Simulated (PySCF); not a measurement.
**SiB (quartet): density, localisation and related maps**

```yaml
atoms:
  - { symbol: Si, position_ang: [0.0000, 0.0000, -0.5439] }
  - { symbol: B, position_ang: [0.0000, 0.0000, 1.3821] }
```

Theory: PBE0/jorge-DZP-DKH, spin-free X2C-1e, Gaussian nucleus, at a bond length of 1.926 Å in PySCF.

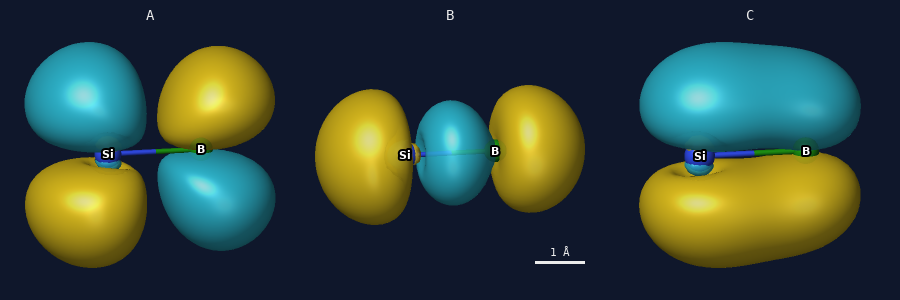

Figure 1. Three frontier α-spin orbitals, each drawn at the value that holds 80 % of its norm (yellow and cyan are the two phases), in no order; of a degenerate pair one member is drawn.

Question: Name the orbitals and rank them from lowest to highest energy.

Answer: Orbital C: π, occupied in this spin, −6.79 eV; bonding, with no node between the atoms.
Orbital B: σ, occupied in this spin, −6.70 eV; shared between the atoms (Si 45 %, B 55 %).
Orbital A: π, empty in this spin, −1.67 eV; antibonding, with a node between the atoms.

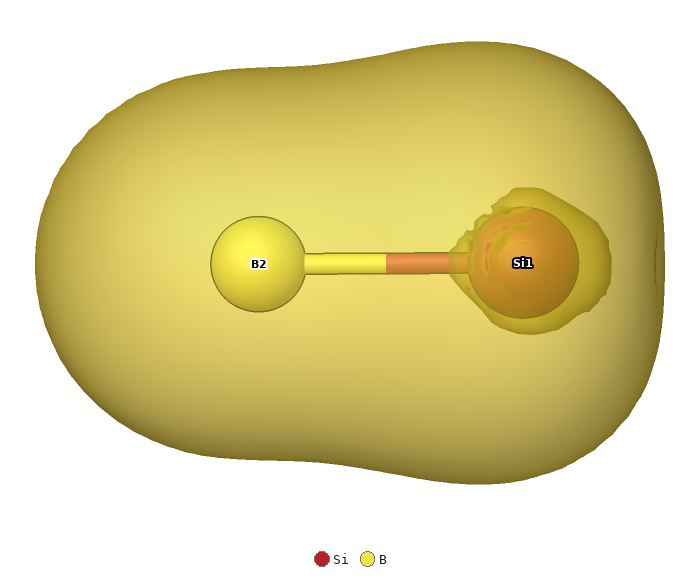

Figure 2. Isosurface of the spin density at +0.03 e/Å³ (yellow), seen from one side.

Question: Where is the unpaired spin?

Answer: The unpaired spin (3 electrons) lies mostly on B2 (about 1.6) and Si1 (about 1.4), in electrons by Hirshfeld's partition.

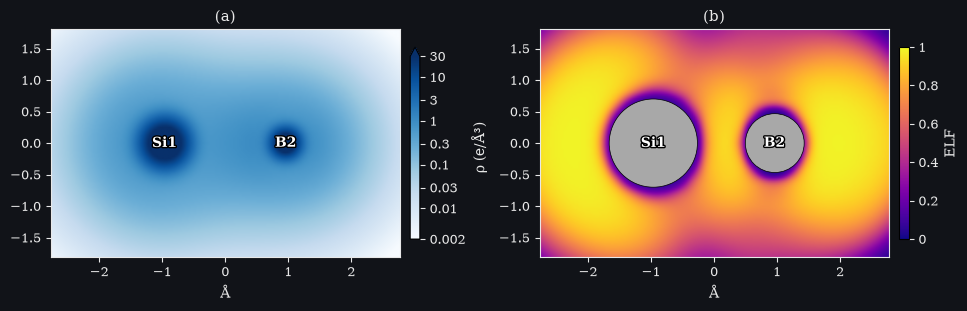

Figure 3. (a) total electron density; (b) electron localisation function on a plane that holds the molecular axis. Grey discs cover the atomic cores in the ELF map.

Question: Read the bonding off the picture.

Answer:
- The section cuts through Si and B sites.
- Si–B (1.93 Å): the density is about 0.75 e/Å³ at the midpoint; the ELF peaks at about 0.90 between the atoms; a shared electron pair.
- The ELF also peaks beside Si1 and B2, away from the bonds: non-bonding electrons, paired or unpaired.

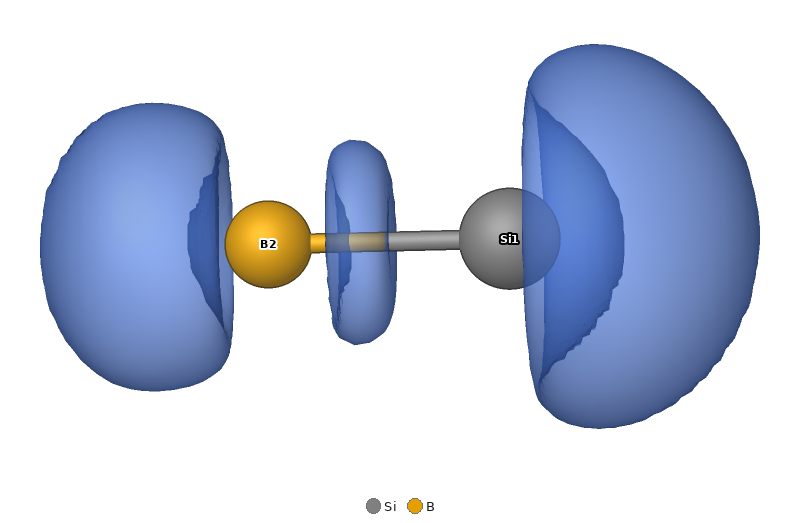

Figure 4. Isosurface of the electron localisation function at 0.85 (blue), seen from one side. Core shells and regions of very low density are left out.

Question: Where are the electrons localised?

Answer: At this value the surface marks out one region between bonded B–Si atoms (shared pairs), one lobe on B, pointing away from the bonds (non-bonding electrons) and one lobe on Si, pointing away from the bonds (non-bonding electrons).
